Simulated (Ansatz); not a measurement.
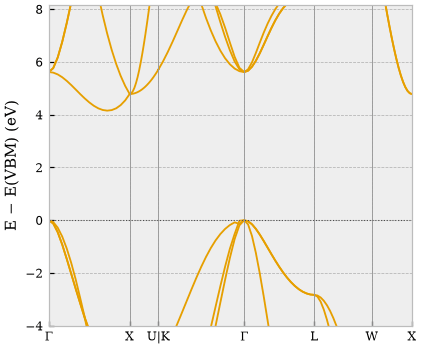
Figure: Band structure from plane-wave PAW PBE+D3(BJ) (Ansatz code)

Task: Read off the gap and where the band edges lie.

Result: About 4.2 eV (4.15 eV by a search for the band edges); maximum at Γ, minimum on the Γ–X line, 73 % of the way from Γ.

The material is C (diamond, space group No. 227).

Space group Fd-3m (diamond). The cell was relaxed with PBE+D3(BJ) under the symmetry of its start.

Potentials: the later of the program's two PAW sets.
